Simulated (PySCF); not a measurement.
Geometry relaxation of C$_{6}$H$_{14}$N$_{2}$Si$_{2}$ (part 2 of 2)

The same run, continued: C$_{6}$H$_{14}$N$_{2}$Si$_{2}$; PBE0-D3(BJ)/def2-SVP geometry optimisation, gas phase (PySCF 2.14.0). It belongs to a series of runs on one base structure; here: constitutional isomer.

Geometry of the input (Å):
```
C  1.2152  2.3845  -0.9689
Si 0.9273  0.5849  -0.4878
Si 2.5788  -0.2104  0.8975
N  2.5212  -1.9291  0.8428
C  -0.7740  0.4818  0.3669
C  -1.9890  0.6269  -0.5618
C  -2.1737  -0.9079  -0.4833
C  -3.5043  -1.3462  -0.2309
N  -4.5923  -1.6764  0.0281
C  -1.2148  -0.9486  0.7250
H  1.3107  3.0338  -0.0857
H  0.3623  2.8067  -1.5322
H  2.0569  2.5360  -1.5923
H  0.7641  -0.1593  -1.7498
H  3.9244  0.3088  0.5379
H  2.4279  0.0952  2.3418
H  3.0420  -2.4594  1.4926
H  2.4833  -2.3842  -0.0449
H  -0.8084  1.1587  1.2346
H  -1.8225  1.0251  -1.5508
H  -2.8344  1.1670  -0.1247
H  -1.7809  -1.4421  -1.3704
H  -1.7336  -1.0126  1.6432
H  -0.4501  -1.7137  0.6673
```

## Trajectory as extended XYZ, continued
```
24
Properties=species:S:1:pos:R:3:forces:R:3 step=6 energy=-25156.45780
C     1.2222    2.4936   -0.9699    0.0347  -0.0030  -0.0095
Si    0.8914    0.7050   -0.4838    0.0268  -0.0177  -0.0082
Si    2.5710   -0.2385    0.8571   -0.0119  -0.0137   0.0001
N     2.3020   -1.9634    0.7874    0.0220  -0.0093   0.0120
C    -0.7702    0.5402    0.4126   -0.0155   0.0127   0.0179
C    -2.0141    0.6124   -0.5080    0.0147  -0.0014  -0.0268
C    -2.0994   -0.9328   -0.4505   -0.0137  -0.0047  -0.0037
C    -3.4109   -1.5402   -0.3121    0.0396   0.0421   0.0325
N    -4.4646   -1.9958   -0.1601   -0.0366  -0.0365  -0.0247
C    -1.1677   -0.9099    0.7867   -0.0047  -0.0047   0.0170
H     1.3402    3.1262   -0.0766   -0.0036   0.0049   0.0055
H     0.3943    2.9022   -1.5698   -0.0124  -0.0080  -0.0058
H     2.1452    2.5719   -1.5658   -0.0216   0.0029   0.0180
H     0.8243   -0.1442   -1.7269   -0.0147   0.0109  -0.0007
H     3.9370    0.2305    0.4294    0.0017   0.0011  -0.0068
H     2.4211    0.1744    2.2893   -0.0010  -0.0014   0.0005
H     2.7966   -2.5684    1.4366   -0.0138   0.0197  -0.0170
H     2.2706   -2.3951   -0.1310   -0.0027  -0.0036   0.0099
H    -0.7770    1.2513    1.2546    0.0128   0.0080  -0.0022
H    -1.9031    1.0525   -1.5114   -0.0112   0.0043   0.0078
H    -2.8768    1.0826   -0.0140   -0.0003  -0.0023   0.0074
H    -1.5899   -1.3850   -1.3157   -0.0002  -0.0002  -0.0027
H    -1.7434   -0.9551    1.7237    0.0125   0.0058  -0.0314
H    -0.3731   -1.6704    0.8227   -0.0010  -0.0058   0.0110
24
Properties=species:S:1:pos:R:3:forces:R:3 step=7 energy=-25156.45945
C     1.2229    2.4887   -0.9673    0.0459   0.0253  -0.0337
Si    0.8891    0.7011   -0.4818    0.0239  -0.0279  -0.0083
Si    2.5749   -0.2546    0.8420   -0.0101   0.0088  -0.0019
N     2.2879   -1.9773    0.7910    0.0385  -0.0205   0.0143
C    -0.7693    0.5488    0.4228   -0.0156   0.0176   0.0189
C    -2.0142    0.6232   -0.4959    0.0033   0.0006  -0.0265
C    -2.0901   -0.9224   -0.4484   -0.0134   0.0048   0.0016
C    -3.3980   -1.5431   -0.3383    0.0520   0.0353   0.0254
N    -4.4486   -2.0136   -0.2133   -0.0452  -0.0332  -0.0185
C    -1.1771   -0.8964    0.8025   -0.0167  -0.0056   0.0110
H     1.3357    3.1242   -0.0755   -0.0022  -0.0013   0.0101
H     0.3976    2.8959   -1.5722   -0.0160  -0.0131   0.0013
H     2.1475    2.5700   -1.5610   -0.0253  -0.0083   0.0281
H     0.8124   -0.1449   -1.7266   -0.0167   0.0121   0.0003
H     3.9361    0.2003    0.3842    0.0047  -0.0077  -0.0014
H     2.4562    0.1695    2.2737   -0.0033  -0.0010   0.0009
H     2.7920   -2.5774    1.4381   -0.0239   0.0205  -0.0216
H     2.2476   -2.4166   -0.1237   -0.0075  -0.0004   0.0118
H    -0.7670    1.2648    1.2608    0.0091   0.0065  -0.0009
H    -1.9117    1.0753   -1.4949   -0.0035  -0.0022   0.0082
H    -2.8782    1.0814    0.0075    0.0010   0.0004   0.0051
H    -1.5601   -1.3640   -1.3068   -0.0038  -0.0022  -0.0052
H    -1.7716   -0.9273    1.7288    0.0250  -0.0033  -0.0318
H    -0.3881   -1.6613    0.8587    0.0000  -0.0052   0.0129
24
Properties=species:S:1:pos:R:3:forces:R:3 step=8 energy=-25156.46038
C     1.2248    2.4846   -0.9659    0.0279   0.0285  -0.0277
Si    0.8888    0.6971   -0.4819    0.0098  -0.0226  -0.0060
Si    2.5778   -0.2669    0.8310   -0.0049   0.0132  -0.0024
N     2.2788   -1.9879    0.7982    0.0309  -0.0135   0.0073
C    -0.7671    0.5551    0.4301   -0.0085   0.0113   0.0117
C    -2.0133    0.6339   -0.4865   -0.0035   0.0012  -0.0131
C    -2.0856   -0.9119   -0.4478   -0.0068   0.0084   0.0052
C    -3.3908   -1.5407   -0.3556    0.0296   0.0126   0.0085
N    -4.4384   -2.0239   -0.2540   -0.0250  -0.0132  -0.0063
C    -1.1817   -0.8882    0.8096   -0.0120  -0.0033  -0.0032
H     1.3351    3.1203   -0.0737   -0.0015  -0.0044   0.0076
H     0.3981    2.8892   -1.5710   -0.0086  -0.0092   0.0040
H     2.1489    2.5685   -1.5589   -0.0122  -0.0097   0.0188
H     0.7987   -0.1444   -1.7287   -0.0100   0.0084  -0.0005
H     3.9365    0.1755    0.3535    0.0041  -0.0103   0.0022
H     2.4784    0.1681    2.2608   -0.0030   0.0019   0.0000
H     2.7857   -2.5835    1.4467   -0.0184   0.0093  -0.0117
H     2.2277   -2.4370   -0.1111   -0.0073   0.0016   0.0074
H    -0.7568    1.2724    1.2669    0.0031   0.0016  -0.0002
H    -1.9159    1.0945   -1.4821    0.0017  -0.0033   0.0041
H    -2.8769    1.0853    0.0240    0.0017   0.0011   0.0021
H    -1.5458   -1.3458   -1.3041   -0.0034  -0.0017  -0.0039
H    -1.7848   -0.9136    1.7299    0.0167  -0.0058  -0.0134
H    -0.3965   -1.6564    0.8749   -0.0003  -0.0022   0.0093
24
Properties=species:S:1:pos:R:3:forces:R:3 step=9 energy=-25156.46081
C     1.2289    2.4822   -0.9654    0.0024   0.0126  -0.0061
Si    0.8901    0.6942   -0.4840   -0.0031  -0.0090  -0.0039
Si    2.5790   -0.2737    0.8259   -0.0006   0.0043  -0.0015
N     2.2734   -1.9935    0.8055    0.0127  -0.0007  -0.0003
C    -0.7644    0.5575    0.4326    0.0014   0.0003   0.0011
C    -2.0121    0.6415   -0.4818   -0.0047   0.0012   0.0019
C    -2.0859   -0.9041   -0.4490    0.0015   0.0057   0.0041
C    -3.3905   -1.5348   -0.3621    0.0007  -0.0057  -0.0052
N    -4.4368   -2.0234   -0.2719   -0.0006   0.0049   0.0032
C    -1.1820   -0.8861    0.8083   -0.0030   0.0004  -0.0098
H     1.3387    3.1156   -0.0714   -0.0009  -0.0033   0.0021
H     0.4002    2.8858   -1.5686    0.0011  -0.0016   0.0021
H     2.1525    2.5668   -1.5579    0.0024  -0.0044   0.0035
H     0.7894   -0.1429   -1.7325   -0.0019   0.0032  -0.0013
H     3.9387    0.1588    0.3420    0.0015  -0.0069   0.0025
H     2.4852    0.1699    2.2534   -0.0012   0.0043  -0.0009
H     2.7765   -2.5871    1.4580   -0.0068  -0.0021   0.0005
H     2.2138   -2.4504   -0.0991   -0.0041   0.0014   0.0016
H    -0.7491    1.2733    1.2708   -0.0012  -0.0018   0.0008
H    -1.9166    1.1063   -1.4753    0.0029  -0.0013  -0.0003
H    -2.8740    1.0915    0.0330    0.0011   0.0012  -0.0004
H    -1.5462   -1.3346   -1.3072   -0.0013  -0.0002  -0.0009
H    -1.7848   -0.9128    1.7279    0.0020  -0.0031   0.0040
H    -0.3984   -1.6562    0.8731   -0.0006   0.0006   0.0031
24
Properties=species:S:1:pos:R:3:forces:R:3 step=10 energy=-25156.46095
C     1.2348    2.4805   -0.9647   -0.0106  -0.0028   0.0091
Si    0.8918    0.6920   -0.4864   -0.0069   0.0016  -0.0030
Si    2.5791   -0.2786    0.8237    0.0003  -0.0042   0.0000
N     2.2677   -1.9972    0.8112    0.0000   0.0063  -0.0029
C    -0.7620    0.5581    0.4326    0.0069  -0.0053  -0.0036
C    -2.0111    0.6471   -0.4795   -0.0029   0.0011   0.0080
C    -2.0879   -0.8984   -0.4511    0.0045   0.0012   0.0013
C    -3.3930   -1.5278   -0.3647   -0.0127  -0.0100  -0.0085
N    -4.4398   -2.0162   -0.2771    0.0100   0.0108   0.0058
C    -1.1817   -0.8861    0.8045    0.0017   0.0022  -0.0076
H     1.3446    3.1110   -0.0687    0.0000  -0.0010  -0.0015
H     0.4064    2.8857   -1.5672    0.0058   0.0031  -0.0007
H     2.1590    2.5639   -1.5557    0.0082   0.0006  -0.0049
H     0.7853   -0.1418   -1.7365    0.0022  -0.0001  -0.0013
H     3.9411    0.1456    0.3388   -0.0003  -0.0025   0.0010
H     2.4862    0.1721    2.2491    0.0002   0.0043  -0.0012
H     2.7651   -2.5908    1.4675    0.0008  -0.0064   0.0060
H     2.2030   -2.4589   -0.0905   -0.0013  -0.0001  -0.0018
H    -0.7434    1.2715    1.2727   -0.0023  -0.0027   0.0015
H    -1.9162    1.1144   -1.4719    0.0022   0.0003  -0.0023
H    -2.8710    1.0975    0.0382    0.0003   0.0011  -0.0017
H    -1.5506   -1.3272   -1.3118    0.0001   0.0008   0.0008
H    -1.7824   -0.9148    1.7252   -0.0055  -0.0001   0.0091
H    -0.3995   -1.6577    0.8666   -0.0005   0.0017  -0.0015
```

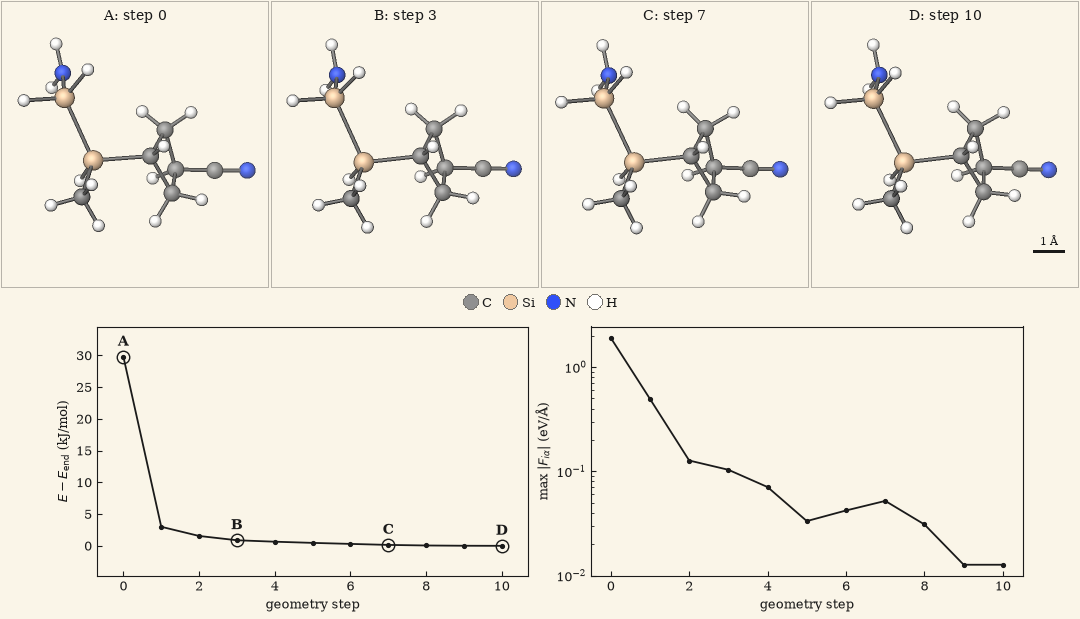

**Figure 1.** Frames of the relaxation (ball-and-stick view, seen at a tilt) above the curves, on which the letters mark them (steps are counted from 0).

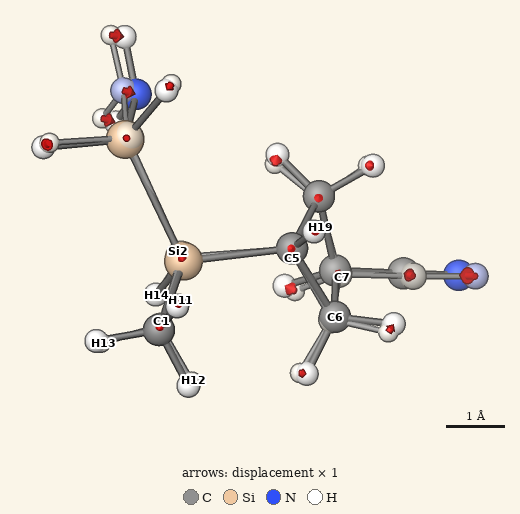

**Figure 2.** Start (faint) and end (solid) with the displacements as red arrows, at true length (ball-and-stick view, seen at a tilt). The two geometries are laid on each other by the best rigid fit. The atom that moves furthest after the best rigid fit is N9 (0.49 Å). By element the largest moves are N 0.49 Å, H 0.29 Å, C 0.26 Å, Si 0.11 Å. Among the contacts that change: Si2–Si3 2.298 → 2.346 Å, C10–H23 1.057 → 1.100 Å, Si2–H14 1.474 → 1.506 Å, C7–C8 1.423 → 1.452 Å. Among the angles that change: Si3–Si2–H14 114.9° → 106.6°, Si2–Si3–H16 116.3° → 111.2°, N4–Si3–H15 111.8° → 115.8°. The energy falls by 29.8 kJ/mol in 10 geometry steps. Largest force component: 1.9 eV/Å at the start, 0.013 eV/Å at the end. (Atoms are counted from 1 in the order of the input.)

## Results in brief

| quantity | value |
| --- | --- |
| outcome | converged |
| total energy | −924.482896 hartree |
| dipole moment | 4.53 D |
| point group | C1 |
| wall time | 4.7 min |
| peak memory | 1.1 GiB |
